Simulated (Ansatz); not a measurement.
**HfH4Cl2O3: molecular dynamics (part 1 of 3)**

- system: HfH4Cl2O3
- method: RKS PBE0/def2-SVP (Ansatz 0.2.0)

It belongs to a series of runs on one base structure; here: dynamics from the highest image of the converged band.

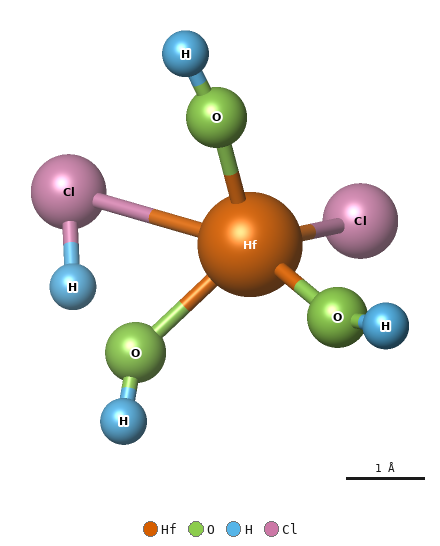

Figure 1. The input geometry (ball-and-stick view, seen at a tilt). Sticks mark near contacts.

### Summary

| quantity | value |
| --- | --- |
| outcome | finished |
| mean temperature over the second half | 55 K |
| trajectory | 200 steps, 100 fs |
| ensemble | nve |
| temperature in the input | 100.0 K |
| time step | 0.5 fs |
| potential energy (last step) | −32538.4593 eV |
| mean-field energy (last step) | −32538.4593 eV |
| largest force (length of the vector) (last step) | 0.796 eV/Å |
| hardware | 4 threads of Arm Neoverse V1, 24 GiB of memory available, shared host |
| wall time | 11 min (CPU time 41 min) |
| peak memory | 0.35 GiB |

### Notes

So short a trajectory is not equilibrated.

### Input
```yaml
crystal:
  periodic: [false, false, false]
  atoms:
    - { symbol: Hf, position_ang: [-0.098657, 0.040383, 0.103458] }
    - { symbol: O, position_ang: [-0.212712, 0.272626, 2.115539] }
    - { symbol: H, position_ang: [-0.65478, -0.187558, 2.834376] }
    - { symbol: O, position_ang: [1.599449, -0.427665, -0.637498] }
    - { symbol: H, position_ang: [2.522666, -0.471098, -0.879277] }
    - { symbol: Cl, position_ang: [-1.310063, 1.605387, -1.216113] }
    - { symbol: O, position_ang: [-1.140609, -1.552126, -0.059077] }
    - { symbol: H, position_ang: [-1.411861, -2.395482, -0.419392] }
    - { symbol: Cl, position_ang: [1.37781, 2.340255, 1.318292] }
    - { symbol: H, position_ang: [0.649956, 1.479176, 2.114394] }
basis:
  gaussian: { orbitals: def2-SVP }
hamiltonian:
  xc: pbe0
md:
  timestep: 0.5
  n_steps: 200
  ensemble: nve
  temperature: 100.0
  initial_velocities: maxwell_boltzmann
  seed: 7338
```

Launched with:
```bash
ansatz run input.yaml --threads 4 --pin off --max-ram 5120MiB --backend cpu --events-out ev --progress --plain --runs-dir out
```

### The program's output
```
Engine: ansatz 0.2.0, aarch64-unknown-linux-gnu
Functional definition: PBE0
  parameter a = 0.25
  parameter kappa = 0.804
  parameter beta = 0.06672455060314922
  exchange = (1 - a)*pbe_x(kappa = kappa, mu = beta*pi^2/3) + a*exact_x
  correlation = pbe_c(beta = beta)
1324 factors; integrals over basis functions are off by at most 2.3e-4 eV
mean field evaluation 1: about -32525.6646 eV, gradient 8.5e1 eV
mean field evaluation 2: about -32478.1856 eV, gradient 1.8e2 eV
mean field evaluation 4: about -32538.3050 eV, gradient 8.5e0 eV
mean field evaluation 8: about -32538.4945 eV, gradient 4.6e-1 eV
mean field evaluation 16: about -32538.4951 eV, gradient 6.3e-5 eV
mean field -32538.49511707 eV, -1195.7676401681 hartree, gradient 6.1e-5 eV, S^2 0.000000; 0 other end points of the search recorded, 0 dependent functions left out
the calculation of the forces begins
reference -32538.49518016 eV, -1195.7676424867 hartree; 37, 37 occupied and 93, 93 virtual orbitals, 1324 factors
md step     0: t =     0.00 fs  T =   100.0 K  F+E_penalty+E_count = -32538.49511707 eV  E_kin = 0.103408 eV  conserved = -32538.39170907 eV  (28 SCF iters)
these checks for a lower state are left out or cut short: starts, cluster_reference, orbital_swaps, neighbouring_geometries, increment
1324 factors; integrals over basis functions are off by at most 2.3e-4 eV
mean field -32538.49269404 eV, -1195.7675511233 hartree, gradient 1.6e-5 eV, S^2 0.000000; 0 other end points of the search recorded, 0 dependent functions left out
the calculation of the forces begins
reference -32538.49275711 eV, -1195.7675534412 hartree; 37, 37 occupied and 93, 93 virtual orbitals, 1324 factors
md step     1: t =     0.50 fs  T =    97.7 K  F+E_penalty+E_count = -32538.49269404 eV  E_kin = 0.101068 eV  conserved = -32538.39162625 eV  (33 SCF iters)
[... from here on the SCF iterations and repeated set-up lines of each step are left out, up to the last step ...]
md step     2: t =     1.00 fs  T =    92.1 K  F+E_penalty+E_count = -32538.48667134 eV  E_kin = 0.095243 eV  conserved = -32538.39142859 eV  (33 SCF iters)
md step     3: t =     1.50 fs  T =    85.9 K  F+E_penalty+E_count = -32538.48009186 eV  E_kin = 0.088869 eV  conserved = -32538.39122303 eV  (32 SCF iters)
md step     4: t =     2.00 fs  T =    82.2 K  F+E_penalty+E_count = -32538.47612467 eV  E_kin = 0.085004 eV  conserved = -32538.39112035 eV  (33 SCF iters)
md step     5: t =     2.50 fs  T =    82.4 K  F+E_penalty+E_count = -32538.47635950 eV  E_kin = 0.085187 eV  conserved = -32538.39117250 eV  (33 SCF iters)
md step     6: t =     3.00 fs  T =    85.7 K  F+E_penalty+E_count = -32538.48000363 eV  E_kin = 0.088659 eV  conserved = -32538.39134465 eV  (33 SCF iters)
md step     7: t =     3.50 fs  T =    89.8 K  F+E_penalty+E_count = -32538.48440740 eV  E_kin = 0.092867 eV  conserved = -32538.39154036 eV  (32 SCF iters)
md step     8: t =     4.00 fs  T =    91.8 K  F+E_penalty+E_count = -32538.48654592 eV  E_kin = 0.094888 eV  conserved = -32538.39165770 eV  (32 SCF iters)
md step     9: t =     4.50 fs  T =    89.9 K  F+E_penalty+E_count = -32538.48460834 eV  E_kin = 0.092971 eV  conserved = -32538.39163744 eV  (32 SCF iters)
md step    10: t =     5.00 fs  T =    84.6 K  F+E_penalty+E_count = -32538.47892788 eV  E_kin = 0.087441 eV  conserved = -32538.39148714 eV  (33 SCF iters)
md step    11: t =     5.50 fs  T =    77.9 K  F+E_penalty+E_count = -32538.47185517 eV  E_kin = 0.080575 eV  conserved = -32538.39128050 eV  (33 SCF iters)
md step    12: t =     6.00 fs  T =    73.0 K  F+E_penalty+E_count = -32538.46659551 eV  E_kin = 0.075467 eV  conserved = -32538.39112832 eV  (33 SCF iters)
md step    13: t =     6.50 fs  T =    71.9 K  F+E_penalty+E_count = -32538.46549245 eV  E_kin = 0.074372 eV  conserved = -32538.39112051 eV  (33 SCF iters)
md step    14: t =     7.00 fs  T =    74.8 K  F+E_penalty+E_count = -32538.46865703 eV  E_kin = 0.077389 eV  conserved = -32538.39126778 eV  (32 SCF iters)
md step    15: t =     7.50 fs  T =    79.6 K  F+E_penalty+E_count = -32538.47381463 eV  E_kin = 0.082325 eV  conserved = -32538.39148915 eV  (33 SCF iters)
md step    16: t =     8.00 fs  T =    83.1 K  F+E_penalty+E_count = -32538.47755017 eV  E_kin = 0.085891 eV  conserved = -32538.39165953 eV  (32 SCF iters)
md step    17: t =     8.50 fs  T =    82.7 K  F+E_penalty+E_count = -32538.47722581 eV  E_kin = 0.085541 eV  conserved = -32538.39168469 eV  (29 SCF iters)
md step    18: t =     9.00 fs  T =    78.2 K  F+E_penalty+E_count = -32538.47243399 eV  E_kin = 0.080881 eV  conserved = -32538.39155297 eV  (33 SCF iters)
md step    19: t =     9.50 fs  T =    71.4 K  F+E_penalty+E_count = -32538.46518057 eV  E_kin = 0.073840 eV  conserved = -32538.39134042 eV  (33 SCF iters)
md step    20: t =    10.00 fs  T =    65.3 K  F+E_penalty+E_count = -32538.45872784 eV  E_kin = 0.067563 eV  conserved = -32538.39116519 eV  (25 SCF iters)
md step    21: t =    10.50 fs  T =    62.5 K  F+E_penalty+E_count = -32538.45577622 eV  E_kin = 0.064656 eV  conserved = -32538.39112059 eV  (26 SCF iters)
md step    22: t =    11.00 fs  T =    63.6 K  F+E_penalty+E_count = -32538.45702584 eV  E_kin = 0.065803 eV  conserved = -32538.39122251 eV  (26 SCF iters)
md step    23: t =    11.50 fs  T =    67.2 K  F+E_penalty+E_count = -32538.46091735 eV  E_kin = 0.069510 eV  conserved = -32538.39140732 eV  (26 SCF iters)
md step    24: t =    12.00 fs  T =    70.6 K  F+E_penalty+E_count = -32538.46459699 eV  E_kin = 0.073022 eV  conserved = -32538.39157536 eV  (33 SCF iters)
md step    25: t =    12.50 fs  T =    71.4 K  F+E_penalty+E_count = -32538.46546094 eV  E_kin = 0.073818 eV  conserved = -32538.39164327 eV  (33 SCF iters)
md step    26: t =    13.00 fs  T =    68.6 K  F+E_penalty+E_count = -32538.46246724 eV  E_kin = 0.070890 eV  conserved = -32538.39157747 eV  (32 SCF iters)
md step    27: t =    13.50 fs  T =    63.1 K  F+E_penalty+E_count = -32538.45666504 eV  E_kin = 0.065259 eV  conserved = -32538.39140654 eV  (32 SCF iters)
md step    28: t =    14.00 fs  T =    57.6 K  F+E_penalty+E_count = -32538.45073147 eV  E_kin = 0.059517 eV  conserved = -32538.39121462 eV  (26 SCF iters)
md step    29: t =    14.50 fs  T =    54.7 K  F+E_penalty+E_count = -32538.44764203 eV  E_kin = 0.056534 eV  conserved = -32538.39110813 eV  (26 SCF iters)
md step    30: t =    15.00 fs  T =    56.0 K  F+E_penalty+E_count = -32538.44902886 eV  E_kin = 0.057873 eV  conserved = -32538.39115606 eV  (26 SCF iters)
md step    31: t =    15.50 fs  T =    60.7 K  F+E_penalty+E_count = -32538.45414039 eV  E_kin = 0.062801 eV  conserved = -32538.39133974 eV  (33 SCF iters)
md step    32: t =    16.00 fs  T =    66.3 K  F+E_penalty+E_count = -32538.46014280 eV  E_kin = 0.068586 eV  conserved = -32538.39155676 eV  (32 SCF iters)
md step    33: t =    16.50 fs  T =    69.6 K  F+E_penalty+E_count = -32538.46368807 eV  E_kin = 0.072005 eV  conserved = -32538.39168337 eV  (33 SCF iters)
md step    34: t =    17.00 fs  T =    68.8 K  F+E_penalty+E_count = -32538.46280945 eV  E_kin = 0.071160 eV  conserved = -32538.39164970 eV  (33 SCF iters)
md step    35: t =    17.50 fs  T =    64.3 K  F+E_penalty+E_count = -32538.45799846 eV  E_kin = 0.066519 eV  conserved = -32538.39147916 eV  (33 SCF iters)
md step    36: t =    18.00 fs  T =    58.6 K  F+E_penalty+E_count = -32538.45185468 eV  E_kin = 0.060583 eV  conserved = -32538.39127174 eV  (32 SCF iters)
md step    37: t =    18.50 fs  T =    54.6 K  F+E_penalty+E_count = -32538.44755807 eV  E_kin = 0.056415 eV  conserved = -32538.39114337 eV  (30 SCF iters)
md step    38: t =    19.00 fs  T =    54.1 K  F+E_penalty+E_count = -32538.44709044 eV  E_kin = 0.055933 eV  conserved = -32538.39115787 eV  (33 SCF iters)
md step    39: t =    19.50 fs  T =    57.0 K  F+E_penalty+E_count = -32538.45024228 eV  E_kin = 0.058947 eV  conserved = -32538.39129568 eV  (32 SCF iters)
md step    40: t =    20.00 fs  T =    61.3 K  F+E_penalty+E_count = -32538.45489050 eV  E_kin = 0.063414 eV  conserved = -32538.39147615 eV  (33 SCF iters)
md step    41: t =    20.50 fs  T =    64.4 K  F+E_penalty+E_count = -32538.45823148 eV  E_kin = 0.066624 eV  conserved = -32538.39160785 eV  (32 SCF iters)
md step    42: t =    21.00 fs  T =    64.4 K  F+E_penalty+E_count = -32538.45821269 eV  E_kin = 0.066583 eV  conserved = -32538.39162962 eV  (32 SCF iters)
md step    43: t =    21.50 fs  T =    60.9 K  F+E_penalty+E_count = -32538.45450644 eV  E_kin = 0.062977 eV  conserved = -32538.39152987 eV  (33 SCF iters)
md step    44: t =    22.00 fs  T =    55.4 K  F+E_penalty+E_count = -32538.44868992 eV  E_kin = 0.057338 eV  conserved = -32538.39135176 eV  (33 SCF iters)
md step    45: t =    22.50 fs  T =    50.6 K  F+E_penalty+E_count = -32538.44355007 eV  E_kin = 0.052368 eV  conserved = -32538.39118245 eV  (33 SCF iters)
md step    46: t =    23.00 fs  T =    48.9 K  F+E_penalty+E_count = -32538.44170559 eV  E_kin = 0.050587 eV  conserved = -32538.39111812 eV  (33 SCF iters)
md step    47: t =    23.50 fs  T =    51.2 K  F+E_penalty+E_count = -32538.44413439 eV  E_kin = 0.052929 eV  conserved = -32538.39120533 eV  (33 SCF iters)
md step    48: t =    24.00 fs  T =    56.2 K  F+E_penalty+E_count = -32538.44948464 eV  E_kin = 0.058083 eV  conserved = -32538.39140167 eV  (33 SCF iters)
md step    49: t =    24.50 fs  T =    61.1 K  F+E_penalty+E_count = -32538.45473883 eV  E_kin = 0.063144 eV  conserved = -32538.39159461 eV  (33 SCF iters)
md step    50: t =    25.00 fs  T =    63.1 K  F+E_penalty+E_count = -32538.45693197 eV  E_kin = 0.065260 eV  conserved = -32538.39167193 eV  (33 SCF iters)
md step    51: t =    25.50 fs  T =    61.2 K  F+E_penalty+E_count = -32538.45486688 eV  E_kin = 0.063275 eV  conserved = -32538.39159140 eV  (33 SCF iters)
md step    52: t =    26.00 fs  T =    56.4 K  F+E_penalty+E_count = -32538.44976217 eV  E_kin = 0.058357 eV  conserved = -32538.39140520 eV  (33 SCF iters)
md step    53: t =    26.50 fs  T =    51.5 K  F+E_penalty+E_count = -32538.44446365 eV  E_kin = 0.053239 eV  conserved = -32538.39122443 eV  (32 SCF iters)
md step    54: t =    27.00 fs  T =    48.9 K  F+E_penalty+E_count = -32538.44175105 eV  E_kin = 0.050602 eV  conserved = -32538.39114924 eV  (33 SCF iters)
md step    55: t =    27.50 fs  T =    49.9 K  F+E_penalty+E_count = -32538.44279821 eV  E_kin = 0.051587 eV  conserved = -32538.39121123 eV  (33 SCF iters)
md step    56: t =    28.00 fs  T =    53.5 K  F+E_penalty+E_count = -32538.44666639 eV  E_kin = 0.055301 eV  conserved = -32538.39136518 eV  (30 SCF iters)
md step    57: t =    28.50 fs  T =    57.5 K  F+E_penalty+E_count = -32538.45097479 eV  E_kin = 0.059448 eV  conserved = -32538.39152705 eV  (33 SCF iters)
md step    58: t =    29.00 fs  T =    59.5 K  F+E_penalty+E_count = -32538.45319862 eV  E_kin = 0.061578 eV  conserved = -32538.39162051 eV  (32 SCF iters)
md step    59: t =    29.50 fs  T =    58.3 K  F+E_penalty+E_count = -32538.45187931 eV  E_kin = 0.060275 eV  conserved = -32538.39160428 eV  (33 SCF iters)
md step    60: t =    30.00 fs  T =    54.0 K  F+E_penalty+E_count = -32538.44728803 eV  E_kin = 0.055806 eV  conserved = -32538.39148189 eV  (33 SCF iters)
md step    61: t =    30.50 fs  T =    48.4 K  F+E_penalty+E_count = -32538.44135804 eV  E_kin = 0.050053 eV  conserved = -32538.39130472 eV  (34 SCF iters)
md step    62: t =    31.00 fs  T =    44.2 K  F+E_penalty+E_count = -32538.43685638 eV  E_kin = 0.045696 eV  conserved = -32538.39116031 eV  (34 SCF iters)
md step    63: t =    31.50 fs  T =    43.4 K  F+E_penalty+E_count = -32538.43601019 eV  E_kin = 0.044876 eV  conserved = -32538.39113402 eV  (34 SCF iters)
md step    64: t =    32.00 fs  T =    46.4 K  F+E_penalty+E_count = -32538.43920903 eV  E_kin = 0.047957 eV  conserved = -32538.39125238 eV  (33 SCF iters)
md step    65: t =    32.50 fs  T =    51.4 K  F+E_penalty+E_count = -32538.44462788 eV  E_kin = 0.053175 eV  conserved = -32538.39145330 eV  (33 SCF iters)
md step    66: t =    33.00 fs  T =    55.7 K  F+E_penalty+E_count = -32538.44918832 eV  E_kin = 0.057570 eV  conserved = -32538.39161858 eV  (32 SCF iters)
md step    67: t =    33.50 fs  T =    56.8 K  F+E_penalty+E_count = -32538.45035550 eV  E_kin = 0.058705 eV  conserved = -32538.39165079 eV  (33 SCF iters)
md step    68: t =    34.00 fs  T =    54.2 K  F+E_penalty+E_count = -32538.44762166 eV  E_kin = 0.056086 eV  conserved = -32538.39153583 eV  (32 SCF iters)
md step    69: t =    34.50 fs  T =    49.7 K  F+E_penalty+E_count = -32538.44272527 eV  E_kin = 0.051376 eV  conserved = -32538.39134920 eV  (33 SCF iters)
md step    70: t =    35.00 fs  T =    45.7 K  F+E_penalty+E_count = -32538.43851107 eV  E_kin = 0.047307 eV  conserved = -32538.39120368 eV  (33 SCF iters)
md step    71: t =    35.50 fs  T =    44.5 K  F+E_penalty+E_count = -32538.43721844 eV  E_kin = 0.046042 eV  conserved = -32538.39117610 eV  (33 SCF iters)
md step    72: t =    36.00 fs  T =    46.4 K  F+E_penalty+E_count = -32538.43929008 eV  E_kin = 0.048022 eV  conserved = -32538.39126781 eV  (33 SCF iters)
md step    73: t =    36.50 fs  T =    50.2 K  F+E_penalty+E_count = -32538.44332221 eV  E_kin = 0.051904 eV  conserved = -32538.39141782 eV  (33 SCF iters)
md step    74: t =    37.00 fs  T =    53.6 K  F+E_penalty+E_count = -32538.44697912 eV  E_kin = 0.055430 eV  conserved = -32538.39154871 eV  (34 SCF iters)
md step    75: t =    37.50 fs  T =    54.7 K  F+E_penalty+E_count = -32538.44820452 eV  E_kin = 0.056602 eV  conserved = -32538.39160287 eV  (30 SCF iters)
md step    76: t =    38.00 fs  T =    52.8 K  F+E_penalty+E_count = -32538.44614959 eV  E_kin = 0.054593 eV  conserved = -32538.39155698 eV  (34 SCF iters)
md step    77: t =    38.50 fs  T =    48.5 K  F+E_penalty+E_count = -32538.44155182 eV  E_kin = 0.050126 eV  conserved = -32538.39142578 eV  (33 SCF iters)
md step    78: t =    39.00 fs  T =    43.7 K  F+E_penalty+E_count = -32538.43648465 eV  E_kin = 0.045221 eV  conserved = -32538.39126379 eV  (34 SCF iters)
md step    79: t =    39.50 fs  T =    40.9 K  F+E_penalty+E_count = -32538.43347456 eV  E_kin = 0.042321 eV  conserved = -32538.39115360 eV  (33 SCF iters)
md step    80: t =    40.00 fs  T =    41.6 K  F+E_penalty+E_count = -32538.43421360 eV  E_kin = 0.043048 eV  conserved = -32538.39116583 eV  (33 SCF iters)
md step    81: t =    40.50 fs  T =    45.6 K  F+E_penalty+E_count = -32538.43849739 eV  E_kin = 0.047191 eV  conserved = -32538.39130686 eV  (33 SCF iters)
md step    82: t =    41.00 fs  T =    50.9 K  F+E_penalty+E_count = -32538.44415846 eV  E_kin = 0.052658 eV  conserved = -32538.39150031 eV  (32 SCF iters)
md step    83: t =    41.50 fs  T =    54.7 K  F+E_penalty+E_count = -32538.44824039 eV  E_kin = 0.056610 eV  conserved = -32538.39163078 eV  (32 SCF iters)
md step    84: t =    42.00 fs  T =    55.2 K  F+E_penalty+E_count = -32538.44874577 eV  E_kin = 0.057124 eV  conserved = -32538.39162160 eV  (32 SCF iters)
md step    85: t =    42.50 fs  T =    52.5 K  F+E_penalty+E_count = -32538.44579803 eV  E_kin = 0.054312 eV  conserved = -32538.39148616 eV  (32 SCF iters)
md step    86: t =    43.00 fs  T =    48.5 K  F+E_penalty+E_count = -32538.44144816 eV  E_kin = 0.050134 eV  conserved = -32538.39131432 eV  (33 SCF iters)
md step    87: t =    43.50 fs  T =    45.6 K  F+E_penalty+E_count = -32538.43831886 eV  E_kin = 0.047110 eV  conserved = -32538.39120888 eV  (32 SCF iters)
md step    88: t =    44.00 fs  T =    45.3 K  F+E_penalty+E_count = -32538.43804561 eV  E_kin = 0.046827 eV  conserved = -32538.39121895 eV  (32 SCF iters)
md step    89: t =    44.50 fs  T =    47.6 K  F+E_penalty+E_count = -32538.44050258 eV  E_kin = 0.049182 eV  conserved = -32538.39132106 eV  (33 SCF iters)
md step    90: t =    45.00 fs  T =    50.9 K  F+E_penalty+E_count = -32538.44412156 eV  E_kin = 0.052670 eV  conserved = -32538.39145111 eV  (32 SCF iters)
md step    91: t =    45.50 fs  T =    53.5 K  F+E_penalty+E_count = -32538.44687190 eV  E_kin = 0.055326 eV  conserved = -32538.39154593 eV  (32 SCF iters)
md step    92: t =    46.00 fs  T =    53.9 K  F+E_penalty+E_count = -32538.44726080 eV  E_kin = 0.055694 eV  conserved = -32538.39156729 eV  (32 SCF iters)
md step    93: t =    46.50 fs  T =    51.7 K  F+E_penalty+E_count = -32538.44496263 eV  E_kin = 0.053457 eV  conserved = -32538.39150520 eV  (33 SCF iters)
md step    94: t =    47.00 fs  T =    48.0 K  F+E_penalty+E_count = -32538.44097933 eV  E_kin = 0.049599 eV  conserved = -32538.39137995 eV  (30 SCF iters)
md step    95: t =    47.50 fs  T =    44.5 K  F+E_penalty+E_count = -32538.43729587 eV  E_kin = 0.046051 eV  conserved = -32538.39124489 eV  (33 SCF iters)
md step    96: t =    48.00 fs  T =    43.4 K  F+E_penalty+E_count = -32538.43601534 eV  E_kin = 0.044840 eV  conserved = -32538.39117490 eV  (33 SCF iters)
md step    97: t =    48.50 fs  T =    45.4 K  F+E_penalty+E_count = -32538.43820138 eV  E_kin = 0.046976 eV  conserved = -32538.39122512 eV  (32 SCF iters)
md step    98: t =    49.00 fs  T =    50.0 K  F+E_penalty+E_count = -32538.44306373 eV  E_kin = 0.051681 eV  conserved = -32538.39138273 eV  (32 SCF iters)
md step    99: t =    49.50 fs  T =    54.8 K  F+E_penalty+E_count = -32538.44818416 eV  E_kin = 0.056624 eV  conserved = -32538.39155977 eV  (33 SCF iters)
md step   100: t =    50.00 fs  T =    57.3 K  F+E_penalty+E_count = -32538.45085759 eV  E_kin = 0.059210 eV  conserved = -32538.39164770 eV  (33 SCF iters)
md step   101: t =    50.50 fs  T =    56.2 K  F+E_penalty+E_count = -32538.44972729 eV  E_kin = 0.058133 eV  conserved = -32538.39159461 eV  (32 SCF iters)
md step   102: t =    51.00 fs  T =    52.3 K  F+E_penalty+E_count = -32538.44557352 eV  E_kin = 0.054133 eV  conserved = -32538.39144023 eV  (32 SCF iters)
```
